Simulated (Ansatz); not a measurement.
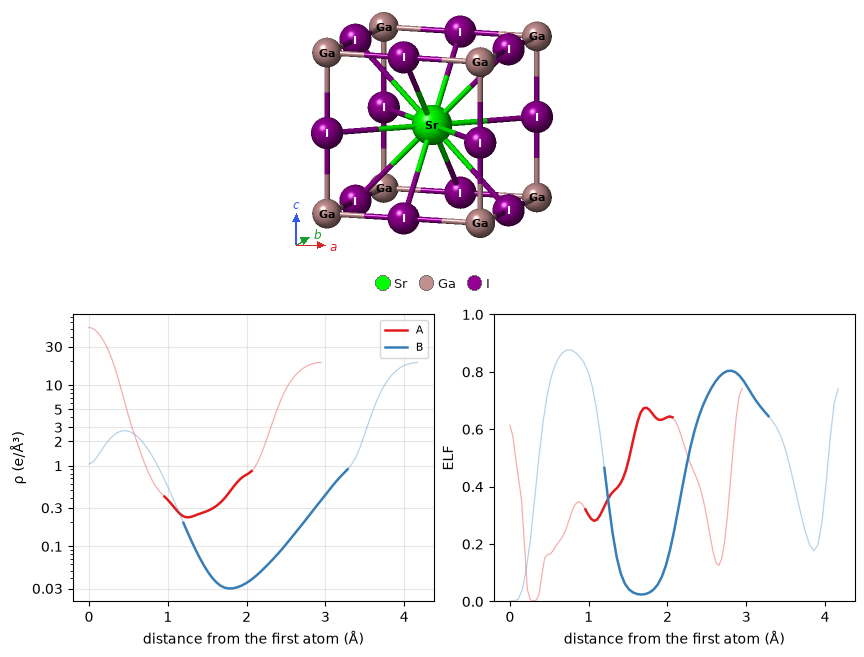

*SrGaI₃. Valence pseudo-density and ELF along straight lines between neighbouring atoms. Thin, pale parts lie inside the atomic spheres. The structure is drawn too.*

Space group Pm-3m; a structure generated by program, which may or may not match a known phase.

Computed with DFT PBE, scalar-relativistic, plane waves, PAW (Ansatz 0.2.0).

The density is the valence pseudo-density of a PAW calculation; it isn't the true density close to the nuclei.

Input file:

```
crystal:
  lattice:
    - [5.898397432, 0.0, 0.0]
    - [0.0, 5.898397432, 0.0]
    - [0.0, 0.0, 5.898397432]
  atoms:
    - { symbol: Sr, position: [0.5, 0.5, 0.5] }
    - { symbol: Ga, position: [0.0, 0.0, 0.0] }
    - { symbol: I, position: [0.5, 0.0, 0.0] }
    - { symbol: I, position: [0.0, 0.5, 0.0] }
    - { symbol: I, position: [0.0, 0.0, 0.5] }
basis:
  ecutwfc: 420
kpoints:
  mp_grid: { grid: [6, 6, 6] }
hamiltonian:
  xc: pbe
scf:
  occupations: { method: gaussian, width: 0.1 }
output:
  forces: true
  stress: true
  eigenvalues: true
  write_density: true
  write_potential: true
  elf: true
  volumetric_format: npy
relax:
  adjacent_minimum: "off"
  f_tol: 0.01
  max_steps: 80
  cell: { stress_tol: 0.05 }
```

Command:

```sh
ansatz run input.yaml --threads 1 --pin off --max-ram 2048MiB --backend cpu --events-out ev --progress --plain --runs-dir out
```

Below, planes, directions and counts refer to the conventional cell (a = 5.89 Å, b = 5.89 Å, c = 5.89 Å, α = 90.00°, β = 90.00°, γ = 90.00°).

The fields are those of the relaxed geometry.

Which curve belongs to which contact (Ga–I and Sr–I)? The first atom named is at distance zero.

Answer. Curve A: Ga–I (2.95 Å): ρ is about 0.27 e/Å³ halfway, with its minimum of 0.23 e/Å³ about 1.3 Å from Ga; the ELF is about 0.45 at the midpoint and 0.30 at its lowest between the atoms. Curve B: Sr–I (4.17 Å): the density is about 0.04 e/Å³ at the midpoint, with its minimum of 0.03 e/Å³ about 1.8 Å from Sr; the ELF peaks at about 0.80 in the valence shell of I, 1.4 Å from its nucleus, and drops to about 0 between the two atoms (no localised pair shows between them).
